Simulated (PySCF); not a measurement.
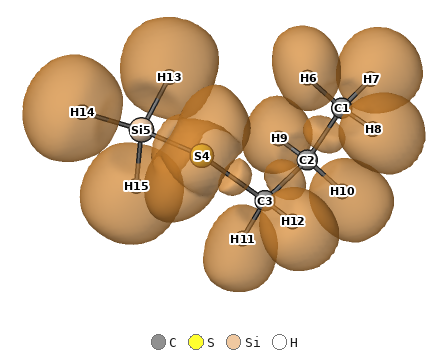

Figure. C3H10SSi (SMILES CCCS[SiH3]). Isosurface of the ELF at 0.8 (orange), seen across its widest extent. Core shells and regions of very low density are left out.

Geometry: GFN2-xTB.

The calculation used PBE0/def2-SVPD, SCF density, gas phase in PySCF.

| atom | x (Å) | y (Å) | z (Å) |
| --- | --- | --- | --- |
| C | -1.9231 | 0.4975 | 0.2854 |
| C | -0.8116 | -0.3565 | 0.8794 |
| C | -0.1010 | -1.1907 | -0.1746 |
| S | 0.7126 | -0.1944 | -1.4774 |
| Si | 2.3036 | 0.7449 | -0.3993 |
| H | -1.5216 | 1.1566 | -0.4808 |
| H | -2.3927 | 1.1039 | 1.0561 |
| H | -2.6825 | -0.1326 | -0.1723 |
| H | -0.0846 | 0.2838 | 1.3858 |
| H | -1.2295 | -1.0405 | 1.6236 |
| H | 0.6622 | -1.8257 | 0.2760 |
| H | -0.8124 | -1.8175 | -0.7117 |
| H | 1.7889 | 1.8553 | 0.3982 |
| H | 3.2021 | 1.1958 | -1.4454 |
| H | 2.8853 | -0.2719 | 0.4712 |

**Describe the localisation domains.**

At this value the surface marks out two regions between bonded C–C atoms (shared pairs), one region between bonded C–S atoms (shared pairs), ten regions around hydrogen nuclei and one region on S in which the atom's valence shell and bonds are merged. Along the contacts the grid gives the following. C–C (1.52 Å): the ELF peaks at about 0.95 between the atoms; a shared electron pair. C–S (1.83 Å): the ELF peaks at about 0.90 between the atoms, as expected for a covalent bond.
